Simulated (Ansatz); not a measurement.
```
CELL_PARAMETERS angstrom
4.14647 0.00000 0.00000
-2.07323 3.59094 0.00000
0.00000 0.00000 4.98579
ATOMIC_POSITIONS crystal
Si 0.33333 0.66667 0.00000
Si 0.66667 0.33333 0.00000
Ru 0.33333 0.66667 0.50000
Ru 0.66667 0.33333 0.50000
N 0.00000 0.00000 0.00000
```

Space group P6/mmm; a structure generated by program, which may or may not match a known phase; computed without spin polarisation.

The calculation used DFT PBE, scalar-relativistic, plane waves, PAW (Ansatz).

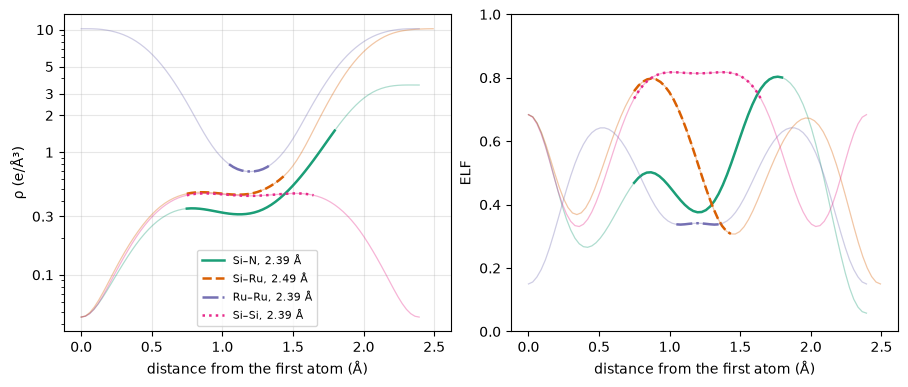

Si$_{2}$Ru$_{2}$N. Valence electron density and ELF along straight lines between neighbouring atoms. Thin, pale parts lie inside the atomic spheres.

Core electrons are frozen (PAW), and the valence fields are smoothed inside the atomic spheres.

### What can be read from the curves?

Si–N (2.39 Å): the density is about 0.32 e/Å³ at the midpoint; the ELF peaks at about 0.80 in the valence shell of N, 0.6 Å from its nucleus, and drops to about 0.40 between the two atoms.
Si–Ru (2.49 Å): the density is about 0.47 e/Å³ at the midpoint; the ELF peaks at about 0.80 in the valence shell of Si, 0.9 Å from its nucleus, and is about 0.45 at the midpoint.
Ru–Ru (2.39 Å): the density is about 0.7 e/Å³ at the midpoint; the ELF is about 0.35 at the midpoint.
Si–Si (2.39 Å): ρ is about 0.44 e/Å³ halfway; the ELF peaks at about 0.80 between the atoms.
